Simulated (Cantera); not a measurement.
Charge: 1 mol Fe₃O₄, 1.1 mol C, 0.2 mol H₂, at 133 Pa.

Method: chemical equilibrium by Gibbs-energy minimisation in Cantera with the NASA 1993 tables (ideal gas, pure condensed phases). Candidate condensed phases: C, C₆H₆, C₇H₈, C₈H₁₈, Fe, Fe(CO)₅, FeO, Fe(OH)₂, Fe(OH)₃, Fe₂O₃, Fe₃O₄, H₂O; 114 gas species. Each liquid is taken as pure. Mutual solubility and eutectic melting of coexisting phases are not modelled. The tables' stoichiometric FeO is somewhat more stable than real wüstite, so its field is too wide. FeO: taken at fixed stoichiometry. The numbers say what is thermodynamically allowed, not how fast it happens.

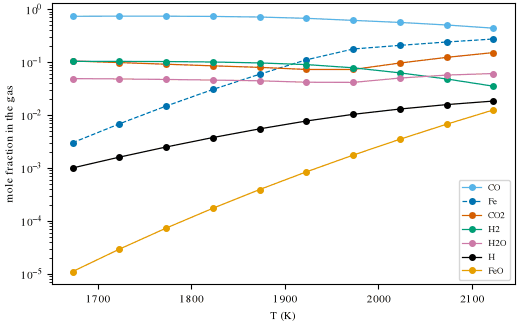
Figure: Equilibrium gas composition (values under 1e-9 drawn at 1e-9)

From 1673 K to 1773 K the condensed part is Fe(δ) + FeO(l). From 1823 K to 1923 K the condensed part is Fe(l) + FeO(l). From 1973 K to 2123 K the condensed part is FeO(l). The main Fe-bearing gas is Fe throughout. The share of Fe in condensed phases is highest at 1673 K (99.9 %) and lowest at 2123 K (82.2 %).
